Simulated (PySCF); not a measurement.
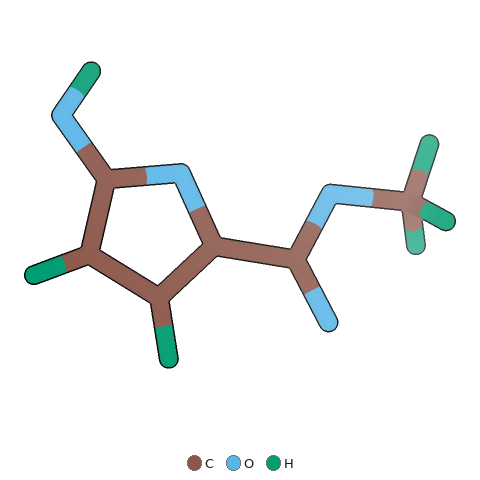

The molecule: C₆H₆O₄, SMILES COC(=O)c1ccc(O)o1.

Vertical TDDFT excitations, PBE0/def2-SVPD in PySCF 2.14.0, at a GFN2-xTB geometry (no frequency check), gas phase.

Where does it absorb, and how strongly?

The lowest singlet lies at 4.88 eV (254 nm, f = 0.417); the brightest of the first 6 is S1 at 4.88 eV (254 nm), f = 0.417, mainly HOMO → LUMO (97 %). No singlet lies below 3.1 eV (beyond 400 nm), so at this level no vertical transition falls in the visible.


| state | E (eV) | λ (nm) | f | main character |
| --- | --- | --- | --- | --- |
| S1 | 4.88 | 254 | 0.417 | HOMO → LUMO (97 %) |
| S2 | 5.27 | 235 | 0.000 | HOMO−1 → LUMO (96 %) |
| S3 | 5.54 | 224 | 0.000 | HOMO → LUMO+1 (99 %) |
| S4 | 6.45 | 192 | 0.000 | HOMO → LUMO+2 (78 %) |
| S5 | 6.48 | 191 | 0.007 | HOMO−2 → LUMO (59 %) |
| S6 | 6.78 | 183 | 0.030 | HOMO−3 → LUMO (73 %) |

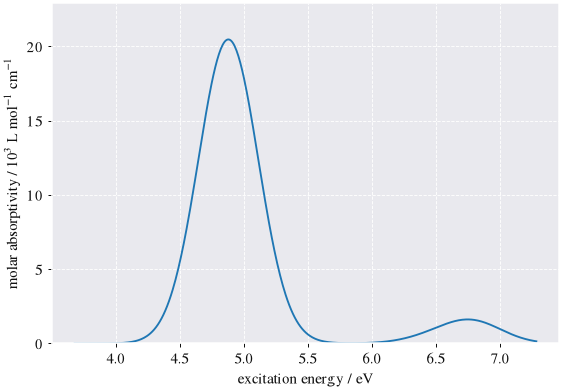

Only the first 6 singlet excitations are included; each is broadened by a Gaussian of 1/e half-width 0.33 eV.

Note: states above the negative HOMO energy depend on the basis; the tight-binding geometry is rougher than a DFT one and adds to the error; one conformer of a flexible molecule; core orbitals are frozen in the response.
